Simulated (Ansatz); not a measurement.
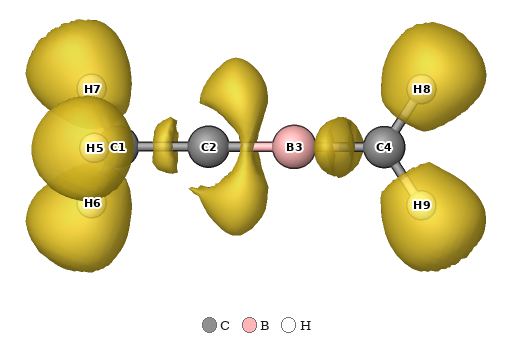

C₃H₅B. Isosurface of the electron localisation function at 0.85 (yellow), seen across its widest extent. Core shells and regions of very low density are left out.

Geometry: PBE0-D4/def2-TZVP.

Theory: Ansatz 0.2.0, RKS PBE0-D4/def2-TZVPP.

The calculation's input:

```
crystal:
  periodic: [false, false, false]
  atoms:
    - {symbol: C, position_ang: [-0.350119, 0.682954, -1.705989]}
    - {symbol: C, position_ang: [-0.129639, 0.160376, -0.393927]}
    - {symbol: B, position_ang: [0.125923, -0.334749, 0.841552]}
    - {symbol: C, position_ang: [0.386886, -0.854810, 2.142474]}
    - {symbol: H, position_ang: [0.661002, 0.792054, -2.134939]}
    - {symbol: H, position_ang: [-0.793970, 1.684817, -1.728944]}
    - {symbol: H, position_ang: [-0.890075, 0.008916, -2.380771]}
    - {symbol: H, position_ang: [0.445613, -1.919629, 2.350534]}
    - {symbol: H, position_ang: [0.544358, -0.219939, 3.010019]}
basis:
  gaussian: {orbitals: def2-TZVPP}
hamiltonian: {xc: pbe0, dispersion: d4}
output: {orbitals: {seedname: orbitals}}
```

Run with:

```sh
ansatz run in.yaml --threads 2 --pin off --events-out ev --progress --plain --max-ram 4352MiB
```

What do the ELF domains correspond to?

Answer. The surface consists of two regions between bonded B–C atoms (shared pairs), one region between bonded C–C atoms (shared pairs) and five regions around hydrogen nuclei. Along the contacts the grid gives the following. C–B (1.36 Å): the ELF peaks at about 0.90 between the atoms: localised, covalent bonding. C–C (1.43 Å): the ELF peaks at about 0.95 between the atoms: localised, covalent bonding.
